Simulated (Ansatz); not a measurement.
Co (hcp, Mg type), energy against volume

Co (hcp, Mg type)

```xyz
2
Lattice="2.4939 0.0000 0.0000 -1.2470 2.1598 0.0000 0.0000 0.0000 4.0318" Properties=species:S:1:pos:R:3 pbc="T T T"
Co     0.0000     1.4399     3.0239
Co     1.2470     0.7199     1.0080
```

E(V) scan at fixed shape, V₀ the volume above. Symmetry pins the atoms to their sites.

All values below come from PBE (plane waves to 420 eV, PAW, scalar-relativistic; Ansatz, an electronic-structure program). k mesh 21×21×12 (Γ-centred), Fermi-Dirac smearing 0.05 eV. The energy includes the smearing's −TS. With the shape held, the modulus is that of even scaling; a crystal free to change shape is softer. Co was relaxed with its symmetry unable to fall. Relaxed Co ends ferromagnetic. Other magnetic orders were not checked, so this need not be the ground state. ΔE is measured from the relaxed starting cell.

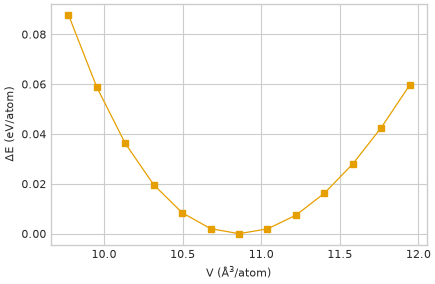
Figure. ΔE (eV/atom) against V (Å³/atom); computed points joined by lines.

The pressure at the smallest volume is 28.9 GPa and the bulk modulus at fixed cell shape B₀ (third-order Birch-Murnaghan fit) comes out as 212 GPa. The pressure derivative B₀′ (fit) comes out as 4.9, the energy cost of the largest compression is 88 meV/atom and the energy cost of the largest expansion comes out as 60 meV/atom.

(A scan under strain: stresses follow from slopes of the energy per volume, elastic moduli from its curvatures.)
